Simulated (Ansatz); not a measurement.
# CH6GeS: rigid scan of one bond length in Python

The task is a rigid scan of one bond length, for CH6GeS. SMILES: C[S][GeH3].

All numbers are computed with Ansatz 0.2.0, driven from Python. Level of theory: r2SCAN/def2-SVP.

## (1) The structure

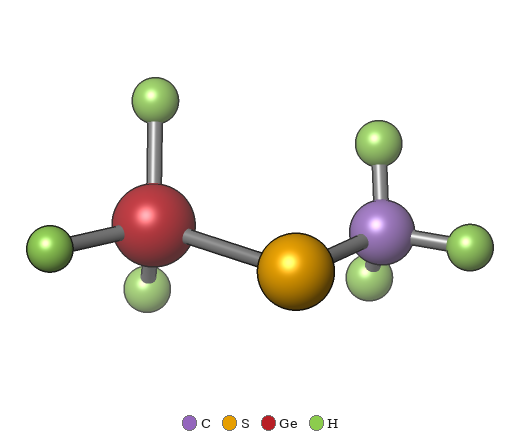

The structure that the script starts from, seen from a chosen angle (carbon purple, sulfur amber, germanium red, hydrogen green).

No structure file is read: the coordinates are typed or built in the script.

## (2) Script

Contents of run_scan.py:

```python
"""Potential curve of CH6GeS along one bond."""

import ansatz as az
from ase import Atoms
import matplotlib.pyplot as plt
import numpy as np


def main() -> None:
    atoms = Atoms(["C", "S", "Ge", "H", "H", "H", "H", "H", "H"], positions=[
        (-0.6699, 0.9603, -0.8439),
        (1.0325, 0.526, -0.8409),
        (0.7275, -0.9672, 0.7689),
        (-1.2759, 0.1384, -1.1105),
        (-0.8712, 1.7826, -1.6421),
        (-1.0128, 1.4267, 0.1334),
        (2.1478, -1.6355, 1.1083),
        (-0.2124, -2.0325, 0.3157),
        (0.2229, -0.2452, 2.0939),
    ])
    system = az.Crystal.molecule_from_ase(atoms)

    symbols = [site.symbol for site in system.cartesian_sites]
    start = np.array([site.position_ang for site in system.cartesian_sites])
    axis = (start[5] - start[0]) / np.linalg.norm(start[5] - start[0])
    moving = [5]
    lengths, energies = [1.0, 1.045, 1.09, 1.136, 1.181, 1.227, 1.272, 1.34], []
    for length in lengths:
        xyz = start.copy()
        xyz[moving] += (length - np.linalg.norm(start[5] - start[0])) * axis
        point = az.Crystal.molecule()
        for symbol, place in zip(symbols, xyz):
            point = point.atom(symbol, place.tolist())
        model = (
            point.calculation()
            .basis(gaussian="def2-SVP")  # atom-centred Gaussian functions
            .functional("r2SCAN")
        )
        report = model.run().report
        energies.append(report["free_energy_ev"])
        print(f"r = {length:6.3f} A  E = {energies[-1]:.5f} eV  <S^2> = {abs(report['mean_field']['state']['spin_squared']):.3f}")

    # quartic fit about the minimum
    fit = np.polynomial.Polynomial.fit(lengths, np.array(energies) - min(energies), 4).convert()
    roots = [r.real for r in fit.deriv().roots() if abs(r.imag) < 1e-9 and fit.deriv(2)(r.real) > 0]
    r_e = min(roots, key=lambda r: abs(r - lengths[int(np.argmin(energies))]))
    print(f"minimum of the fit at {r_e:.4f} A, force constant {fit.deriv(2)(r_e):.2f} eV/A^2")
    plt.figure(figsize=(4.5, 3))
    plt.plot(lengths, np.array(energies) - min(energies), "o-")
    plt.xlabel("bond length (A)")
    plt.ylabel("E - E(min) (eV)")
    plt.tight_layout()
    plt.savefig("scan.png", dpi=100)


if __name__ == "__main__":
    main()
```

## (3) The input behind the calls

The package turns the script's settings into the engine's input (first run):

```yaml
crystal:
  periodic: [false, false, false]
  atoms:
    - { symbol: C, position_ang: [-0.6699, 0.9603, -0.8439] }
    - { symbol: S, position_ang: [1.0325, 0.526, -0.8409] }
    - { symbol: Ge, position_ang: [0.7275, -0.9672, 0.7689] }
    - { symbol: H, position_ang: [-1.2759, 0.1384, -1.1105] }
    - { symbol: H, position_ang: [-0.8712, 1.7826, -1.6421] }
    - { symbol: H, position_ang: [-0.9717803299331795, 1.3709065496670603, 0.016489753408271857] }
    - { symbol: H, position_ang: [2.1478, -1.6355, 1.1083] }
    - { symbol: H, position_ang: [-0.2124, -2.0325, 0.3157] }
    - { symbol: H, position_ang: [0.2229, -0.2452, 2.0939] }
basis:
  gaussian:
    orbitals: def2-SVP
hamiltonian:
  xc: r2scan
```

## (4) The run

Launch:

```sh
python run_scan.py
```

Standard output:

```text
r =  1.000 A  E = -68475.34271 eV  <S^2> = 0.000
r =  1.045 A  E = -68475.49247 eV  <S^2> = 0.000
r =  1.090 A  E = -68475.54987 eV  <S^2> = 0.000
r =  1.136 A  E = -68475.53509 eV  <S^2> = 0.000
r =  1.181 A  E = -68475.46587 eV  <S^2> = 0.000
r =  1.227 A  E = -68475.35304 eV  <S^2> = 0.000
r =  1.272 A  E = -68475.21221 eV  <S^2> = 0.000
r =  1.340 A  E = -68474.96028 eV  <S^2> = 0.000
minimum of the fit at 1.1024 A, force constant 32.79 eV/A^2
```

Wall time 42 s (1 thread of Arm Neoverse V1, shared host); peak memory 0.25 GiB.

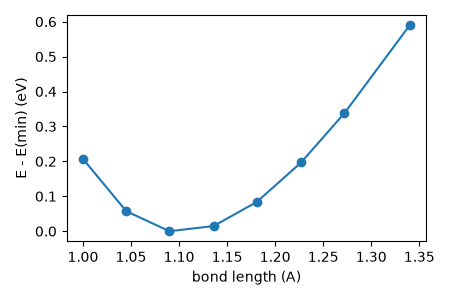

scan.png, as the script drew it.

## (5) What changed from run to run

The engine's inputs for some of the other runs:

Run 5, against run 1:

```diff
@@ -9 +9 @@
-    - { symbol: H, position_ang: [-0.9717803299331795, 1.3709065496670603, 0.016489753408271857] }
+    - { symbol: H, position_ang: [-1.0264206696510851, 1.4452263351567982, 0.1722202987751691] }
```

Run 6, against run 1:

```diff
@@ -9 +9 @@
-    - { symbol: H, position_ang: [-0.9717803299331795, 1.3709065496670603, 0.016489753408271857] }
+    - { symbol: H, position_ang: [-1.0403071648280113, 1.464114236441483, 0.21179822743194965] }
```

Run 7, against run 1:

```diff
@@ -9 +9 @@
-    - { symbol: H, position_ang: [-0.9717803299331795, 1.3709065496670603, 0.016489753408271857] }
+    - { symbol: H, position_ang: [-1.0538917796750045, 1.4825915311765008, 0.2505157663353218] }
```

## (6) What each run gave

The 8 runs, in the order started:

| run | distance (Å) | energy from run 3 (eV) | SCF cycles | CPU time (s) |
| --- | --- | --- | --- | --- |
| 1 | 1.00 | 0.2072 | 16 | 5.1 |
| 2 | 1.04 | 0.0574 | 16 | 4.8 |
| 3 | 1.09 | 0.0000 | 17 | 5.2 |
| 4 | 1.14 | 0.0148 | 17 | 4.8 |
| 5 | 1.18 | 0.0840 | 16 | 5.2 |
| 6 | 1.23 | 0.1968 | 17 | 4.8 |
| 7 | 1.27 | 0.3377 | 17 | 5.2 |
| 8 | 1.34 | 0.5896 | 17 | 5.2 |

## (7) Outcome

```
                        quantity     value
bond length at the fit's minimum  1.1024 Å
                   runs compared         8
                 range of energy  0.590 eV
      lowest point, distance (Å)      1.09
```

In words: The curve has its lowest point inside the range, at 1.09. The ends stand 0.207 and 0.59 eV above it. The distance scanned is the script's pair 0, 5. The rest of the molecule is held rigid at a force-field or estimated start geometry, and the basis set is modest; single-reference methods fail as a bond breaks. The orbitals are restricted, so S² is zero by construction.
